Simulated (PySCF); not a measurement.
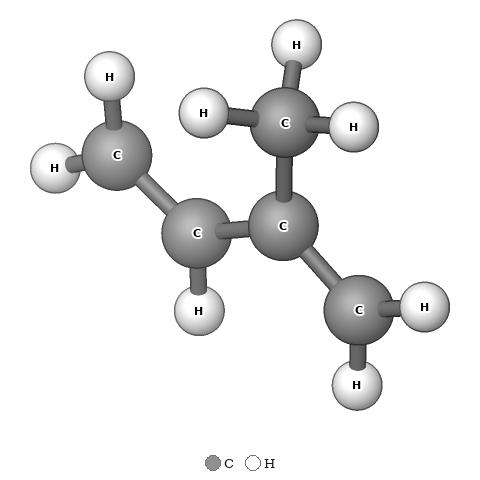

The molecule: C₅H₈, SMILES C=CC(=C)C.

Vertical TDDFT excitations, CAM-B3LYP/def2-SVPD in PySCF, at a PBE0-D3(BJ)/def2-SVP geometry (no frequency check), gas phase.

> Predict the low-lying singlet excitations and the spectrum.

The lowest singlet lies at 5.84 eV (212 nm, f = 0.629); the brightest of the first 10 is S1 at 5.84 eV (212 nm), f = 0.629, mainly HOMO → LUMO (98 %). No singlet lies below 3.1 eV (beyond 400 nm), so at this level no vertical transition falls in the visible.


| state | E (eV) | λ (nm) | f | main character |
| --- | --- | --- | --- | --- |
| S1 | 5.84 | 212 | 0.629 | HOMO → LUMO (98 %) |
| S2 | 6.59 | 188 | 0.001 | HOMO → LUMO+1 (91 %) |
| S3 | 7.25 | 171 | 0.024 | HOMO → LUMO+2 (78 %) |
| S4 | 7.29 | 170 | 0.018 | HOMO−2 → LUMO (73 %) |
| S5/S6 | 7.35 | 169 | 0.018 | HOMO−1/HOMO → LUMO/LUMO+3 |
| S7 | 7.82 | 158 | 0.032 | HOMO → LUMO+4 (70 %) |
| S8 | 8.15 | 152 | 0.000 | HOMO → LUMO+5 (64 %) |
| S9 | 8.23 | 151 | 0.000 | HOMO−3 → LUMO (59 %) |
| S10 | 8.28 | 150 | 0.004 | HOMO → LUMO+6 (59 %) |

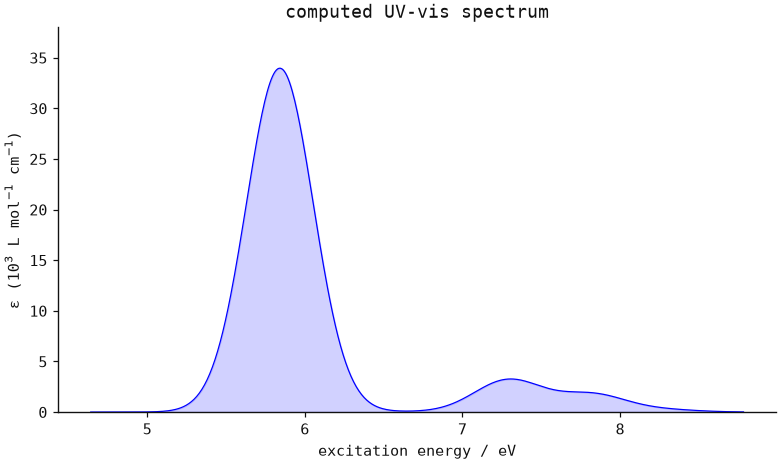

Only the first 10 singlet excitations are included; each is broadened by a Gaussian of 1/e half-width 0.30 eV. States within 0.01 eV of each other are merged, with their strengths summed. The highest state may be half of a pair whose partner wasn't computed.

Note: states above the negative HOMO energy depend on the basis; one conformer of a flexible molecule; core orbitals are frozen in the response.
